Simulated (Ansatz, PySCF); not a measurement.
Potential energy curve for H2, singlet.

Methods: FCI = full CI/cc-pVDZ, frozen core run with Ansatz (a first-principles code); RKS-M06-2X/6-31G* = restricted M06-2X/6-31G*, spherical d run with PySCF; UCCSD = CCSD on UHF/cc-pVDZ, frozen core (Ansatz).

Energies are in kJ/mol, each relative to the lowest point of its own curve near equilibrium.

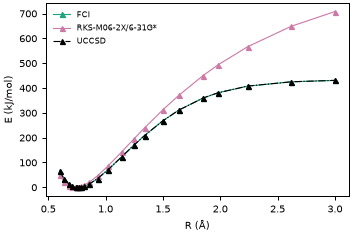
Figure. Energy against bond length for each method.

```tsv
R / Å	FCI	RKS-M06-2X/6-31G*	UCCSD
0.60	64.2	47.7	64.2
0.64	32.8	21.6	32.8
0.68	13.3	6.8	13.3
0.71	4.8	1.4	4.8
0.74	0.6	0.0	0.6
0.75	0.1	0.3	0.1
0.77	0.0	1.8	0.0
0.79	1.2	4.6	1.2
0.81	3.6	8.3	3.6
0.86	13.7	21.5	13.7
0.93	35.0	46.3	35.0
1.02	70.1	85.2	70.1
1.14	122.5	142.4	122.5
1.25	170.8	196.1	170.8
1.34	208.4	239.2	208.4
1.50	268.0	312.1	268.0
1.64	311.1	371.0	311.1
1.85	359.5	449.8	359.5
1.98	380.6	492.8	380.6
2.24	407.7	566.5	407.7
2.62	425.0	648.7	425.0
3.00	430.8	707.9	430.8
```

The restricted form behind RKS-M06-2X/6-31G* keeps the bonding electrons paired and can't separate into open-shell fragments. The unrestricted determinant behind UCCSD is spin-contaminated at 1.25 to 3.00 Å (<S²> up to 1.0, against 0.00 for a pure singlet). With two correlated electrons CCSD is exact in the basis where it finds the lowest root (UCCSD).
